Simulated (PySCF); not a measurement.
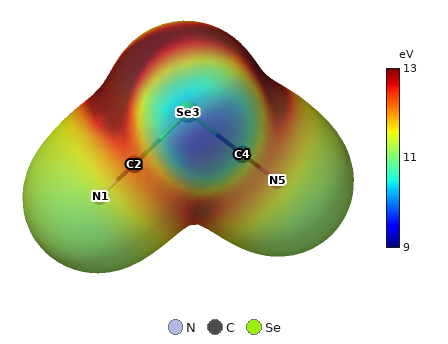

C2N2Se, SMILES `N#C[Se]C#N`. Average local ionisation energy on the surface of electron density 0.001 a.u.

Method: B3LYP/def2-TZVP; geometry: GFN2-xTB; program: PySCF. No frequency check shows the geometry to be a minimum. GFN2-xTB bond lengths at metals and heavier atoms can be off by up to 0.1 Å and shapes distorted, which carries into these values.

Coordinates in Å:

```
N1       2.1770    1.3003    0.0000
C2       1.3256    0.5357    0.0000
Se3     -0.0000   -0.7245    0.0000
C4      -1.3255    0.5357    0.0000
N5      -2.1768    1.3004    0.0000
```

Q: Where are the most loosely bound electrons on this surface?

A: The lowest value is 9.8 eV, off the molecular plane, over Se3 (2.3 Å), and at like points elsewhere. Further minima include 11.0 eV, off the molecular plane, over N1 (1.9 Å), and at like points elsewhere. For comparison, the highest occupied orbital lies at −8.4 eV.
